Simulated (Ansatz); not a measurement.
# BGeNH6 (SMILES B[NH][GeH3]) at CCSD(T)/6-31G(d) (spherical functions)

What is the vertical ionisation energy of BGeNH6 at CCSD(T)/6-31G* (spherical functions)? 

The results are computed with Ansatz 0.2.0.

69 further runs of the same task are left out: 69 set aside as unsound or not needed.

### Step 1. The molecule

BGeNH6 has 9 atoms, charge 0, and is taken as a singlet. SMILES: `B[NH][GeH3]`. Geometry: relaxed at PBE0-D4/def2-TZVP.

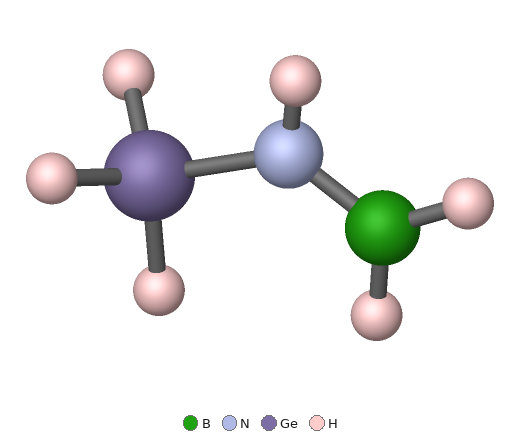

The structure, seen from a chosen angle (boron green, nitrogen light blue, germanium purple, hydrogen pink).

### Step 2. A single-point energy at CCSD(T)/6-31G(d) (spherical functions)

The input, in.yaml:

```yaml
crystal:
  periodic: [false, false, false]
  atoms:
    - {symbol: B, position_ang: [-0.874000, 0.629500, -1.162900]}
    - {symbol: N, position_ang: [-0.023300, 0.687100, -0.062700]}
    - {symbol: Ge, position_ang: [0.665200, -0.761400, 0.866600]}
    - {symbol: H, position_ang: [-1.217900, -0.440700, -1.581000]}
    - {symbol: H, position_ang: [-1.249100, 1.647000, -1.674800]}
    - {symbol: H, position_ang: [0.253900, 1.598400, 0.272500]}
    - {symbol: H, position_ang: [2.201600, -0.714800, 0.804900]}
    - {symbol: H, position_ang: [0.114900, -2.015200, 0.184600]}
    - {symbol: H, position_ang: [0.217300, -0.676000, 2.335700]}
basis:
  gaussian: {orbitals: 6-31G_st_-spherical.json}
scf: {omitted_lower_state_checks: [cluster_reference, increment]}
correlation: {method: ccsd_t, frozen_orbitals: {B: 1, Ge: 9, H: 0, "N": 1}}
accuracy: high
```

The basis set 6-31G* is read from a file made from the Basis Set Exchange's data (not shown).

The run is started by

```sh
$ ansatz run in.yaml --threads 1 --pin off --max-ram 3480MiB --events-out events.jsonl --progress --plain --runs-dir runs
```

Output (excerpt; [...] marks lines left out):

```text
Warning: RAYON_NUM_THREADS=1 ignored (pool sized by the plan → 1); use --threads N
Functional definition: HF
  name "HF"
[...]
1655 factors; integrals over basis functions are off by at most 4.5e-9 eV
[...]
mean field -58714.65567629 eV, -2157.7237978805 hartree, gradient 3.6e-8 eV, S^2 0.000000; 0 other end points of the search recorded, 0 dependent functions left out
11 core orbitals not correlated: weight in the atoms' cores, before any rotation towards them, 1.000 or more for the frozen orbitals, at most 0.000 for the correlated occupied ones
reference -58714.65567629 eV, -2157.7237978805 hartree; 14, 14 occupied and 47, 47 virtual orbitals, 1655 factors
second order -13.22031361 eV of doubles, -0.00000000 eV of singles
cycle   1  -13.31567370 eV  change   -9.5e-2 eV  update   9.3e-2
[...]
cycle  19  -13.86989169 eV  change    2.7e-9 eV  update   2.9e-9
perturbative correction -0.33064469 eV, -0.0121509682 hartree
Total energy: -58728.85621266 eV, -2158.2456579668 hartree
Checks for a lower state left out: cluster_reference, increment
```

Run time: 7.8 s. Hardware: 1 thread of Arm Neoverse V2, shared host; peak memory 0.32 GiB.

### Step 3. The doublet cation

The input, job.yaml:

```yaml
crystal:
  periodic: [false, false, false]
  atoms:
    - {symbol: B, position_ang: [-0.874000, 0.629500, -1.162900]}
    - {symbol: N, position_ang: [-0.023300, 0.687100, -0.062700]}
    - {symbol: Ge, position_ang: [0.665200, -0.761400, 0.866600]}
    - {symbol: H, position_ang: [-1.217900, -0.440700, -1.581000]}
    - {symbol: H, position_ang: [-1.249100, 1.647000, -1.674800]}
    - {symbol: H, position_ang: [0.253900, 1.598400, 0.272500]}
    - {symbol: H, position_ang: [2.201600, -0.714800, 0.804900]}
    - {symbol: H, position_ang: [0.114900, -2.015200, 0.184600]}
    - {symbol: H, position_ang: [0.217300, -0.676000, 2.335700]}
basis:
  gaussian:
    orbitals: 6-31G_st_-spherical.json
total_charge: 1
magnetization:
  spin_polarized: true
  initial_magnetization: 1
correlation:
  method: ccsd_t
  frozen_orbitals: {B: 1, Ge: 9, H: 0, "N": 1}
accuracy: high
scf:
  omitted_lower_state_checks: [cluster_reference, increment]
```

The basis set 6-31G* is read from a file made from the Basis Set Exchange's data (not shown).

The run is started by

```sh
$ ansatz run job.yaml --threads 1 --pin off --max-ram 3480MiB --events-out events.jsonl --progress --plain --runs-dir runs
```

Output (excerpt; [...] marks lines left out):

```text
Warning: RAYON_NUM_THREADS=1 ignored (pool sized by the plan → 1); use --threads N
Functional definition: HF
  name "HF"
[...]
1655 factors; integrals over basis functions are off by at most 4.4e-9 eV
[...]
mean field -58705.54678995 eV, -2157.3890524818 hartree, gradient 3.9e-8 eV, S^2 0.760235; 4 other end points of the search recorded, 0 dependent functions left out
11 core orbitals not correlated: weight in the atoms' cores, before any rotation towards them, 1.000 or more for the frozen orbitals, at most 0.000 for the correlated occupied ones
reference -58705.54678995 eV, -2157.3890524818 hartree; 14, 13 occupied and 47, 48 virtual orbitals, 1655 factors
second order -11.89850138 eV of doubles, -0.00000000 eV of singles
cycle   1  -12.26169767 eV  change   -3.6e-1 eV  update   9.6e-2
[...]
cycle  31  -12.88981196 eV  change    1.9e-9 eV  update   1.0e-9
perturbative correction -0.28102916 eV, -0.0103276310 hartree
Total energy: -58718.71763106 eV, -2157.8730719652 hartree
Checks for a lower state left out: cluster_reference, increment
```

Wall time 37 s (1 thread of Arm Neoverse V2, shared host); peak memory 0.55 GiB.

### Step 4. Outcome

Level: CCSD(T)/6-31G* (spherical functions), 11 core orbitals frozen.

| quantity | value |
| --- | --- |
| singlet BGeNH6: total energy | -2158.24566 Eh |
| singlet BGeNH6: correlation energy (11 core orbitals frozen) | -521.9 mEh |
| singlet BGeNH6: (T) correction | -12.15 mEh |
| singlet BGeNH6: T1 diagnostic | 0.013 |
| doublet cation: total energy | -2157.87307 Eh |
| doublet cation: correlation energy (11 core orbitals frozen) | -484.0 mEh |
| doublet cation: (T) correction | -10.33 mEh |
| doublet cation: ⟨S²⟩ of the reference determinant | 0.760 |
| doublet cation: T1 diagnostic | 0.030 |
| vertical ionisation energy (to the doublet cation) | 10.139 eV |

What this shows: The vertical ionisation energy comes to 10.14 eV (234 kcal/mol). The triples (singlet BGeNH6) make up 2.3 % of the correlation energy. The triples (doublet cation) make up 2.1 % of the correlation energy.
